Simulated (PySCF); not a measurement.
# CuH8O4 ([Cu(H2O)4]2+): the cost of one run

Computed with PySCF 2.14.0 and routines of our own; the level stands in each step. Atoms count from 0.

## (1) The starting structure

13 atoms, charge 2, states of the metal's open shell are computed; geometry from: model start, shaken.

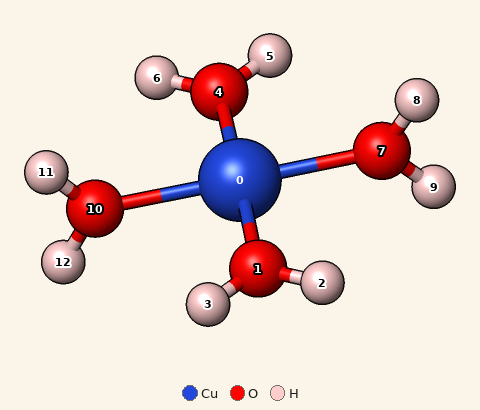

The starting geometry (copper blue, oxygen red, hydrogen pink); sticks join atoms by distance alone.

## (2) Relaxing the molecule at PBE0-D3(BJ)/def2-TZVP

What the job is given:

```
{"job": {"xc": "PBE0", "basis": "def2-TZVP", "d3": "d3bj", "grid": 1, "maxiter": 45, "solvent": "water", "kind": "geom"}, "charge": 2, "metal": "Cu", "open_shell": "d9"}
Cu     0.000020     0.004480    -0.004110
O      1.956640    -0.006820    -0.014870
H      2.545900     0.795100    -0.007380
H      2.535690    -0.767650     0.005350
O     -1.968420    -0.013960    -0.000440
H     -2.534570     0.754840    -0.006860
H     -2.573520    -0.794340    -0.027630
O     -0.003530     1.950990     0.004070
H      0.002350     2.542200     0.737250
H     -0.008080     2.544270    -0.773300
O     -0.022950    -1.977170    -0.014680
H     -0.012130    -2.529090     0.762890
H     -0.000490    -2.531730    -0.783750
```

On the command line:

```
$ OMP_NUM_THREADS=1 python lf_run.py task.json out
```

The driver reads the jobs from task.json and runs them one after another.

Q: Estimate the wall time and peak memory of this first job on 1 thread of Arm Neoverse V1, shared host.

About 24 min, with a peak of 1.4 GiB.
